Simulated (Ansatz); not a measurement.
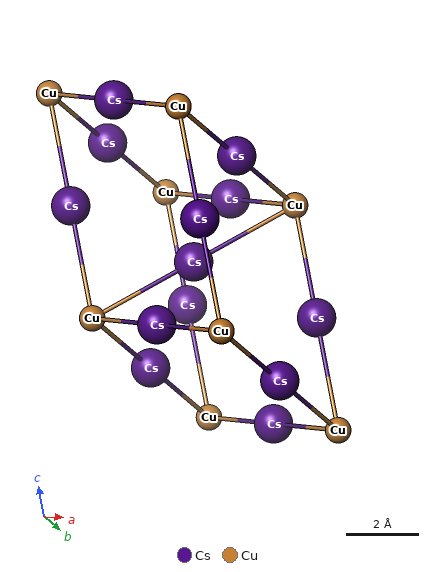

Starting structure of crystalline Cs₄Cu (a generated structure, set up in Im-3m) (coarse preliminary run). The picture is a ball-and-stick view of the cell of the calculation, seen from a free direction.

Theory: DFT PBE, scalar-relativistic, plane waves, PAW (Ansatz).

The input:
```yaml
crystal:
  lattice:
    - [-3.78524794, 3.78524794, 3.78524794]
    - [3.78524794, -3.78524794, 3.78524794]
    - [3.78524794, 3.78524794, -3.78524794]
  atoms:
    - { symbol: Cs, position: [0.0, 0.0, 0.5] }
    - { symbol: Cs, position: [0.0, 0.5, 0.0] }
    - { symbol: Cs, position: [0.5, 0.0, 0.0] }
    - { symbol: Cs, position: [0.5, 0.5, 0.5] }
    - { symbol: Cu, position: [0.0, 0.0, 0.0] }
basis:
  ecutwfc: 420
kpoints:
  mp_grid: { grid: [4, 4, 4] }
hamiltonian:
  xc: pbe
scf:
  occupations: { method: gaussian, width: 0.1 }
  lower_state_search: "off"
output:
  forces: true
  stress: true
  eigenvalues: true
relax:
  adjacent_minimum: "off"
  f_tol: 0.04
  max_steps: 70
  cell: { stress_tol: 0.4 }
```

Launched with:
```bash
ansatz run input.yaml --threads 1 --pin off --max-ram 2048MiB --backend cpu --events-out ev --progress --plain --runs-dir out
```

Q: What does the optimiser find from here?

A: No atom moves by more than 0.005 Å relative to the cell. The drawn cell changes as follows: a = b = c 6.556 → 8.064 Å (+23.0 %); the volume changes by +86.1 %. Among the contacts that change: Cs1–Cu5 3.278 → 4.032 Å. The space group stays Im-3m (No. 229). Over 6 accepted moves (8 points after the start) the energy falls by 1.780 eV per cell of the calculation. All forces vanish by symmetry, so only the cell relaxes. Pressure: 4.85 GPa at the start and 0.04 GPa at the end. The SCF was repeated twice at an unchanged geometry on a basis and grid sized afresh for the cell, which shifted the energy by 0.175 eV per cell of the calculation at most.

Final geometry:

```xyz
5
Lattice="-4.6557 4.6557 4.6557 4.6557 -4.6557 4.6557 4.6557 4.6557 -4.6557" Properties=species:S:1:pos:R:3 pbc="T T T"
Cs    2.3278    2.3278   -2.3278
Cs    2.3278   -2.3278    2.3278
Cs    6.9835    2.3278    2.3278
Cs    2.3278    2.3278    2.3278
Cu    9.3114    0.0000    0.0000
```

The end point in the same view:

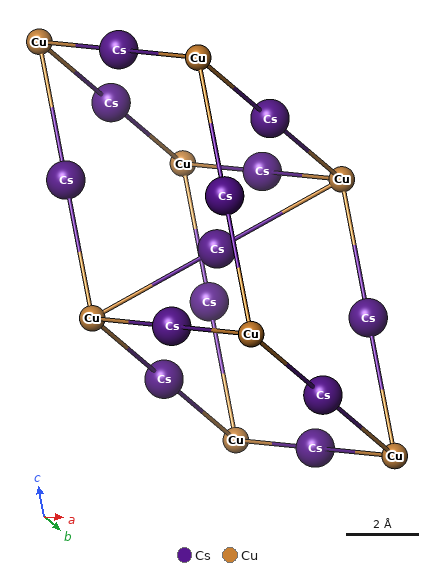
